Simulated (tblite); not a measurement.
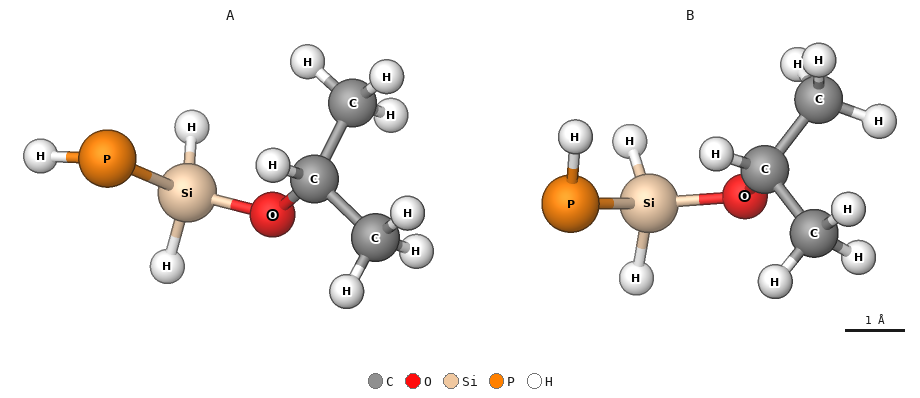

Two geometries of C3H10OPSi (multiplicity 2), drawn at one scale. One is the start of a relaxation, the other its converged end. The picture is a ball-and-stick view, seen at a tilt.

These are results of GFN2-xTB geometry optimisation, gas phase (tblite), not measurements. 

**Which one is relaxed?**

Structure A is the relaxed one. After 143 geometry steps the energy has fallen by 78.0 kJ/mol. The atom that moves furthest after the best rigid fit is an H atom (1.95 Å). Largest moves by element: H 1.95 Å, P 0.79 Å, O 0.55 Å, C 0.38 Å, Si 0.25 Å. Near-neighbour distances that change, for instance: P–Si 2.129 → 2.234 Å, O–Si 1.678 → 1.614 Å, C–H 1.129 → 1.086 Å, C–O 1.363 → 1.405 Å. Among the angles between lasting bonds that change: Si–P–H 114.7° → 94.6°, C–O–Si 118.0° → 129.5°, O–C–H 117.1° → 108.5°. Groups turn about P–Si by about 130°, C–O by about 40°, C–C by about 30°.
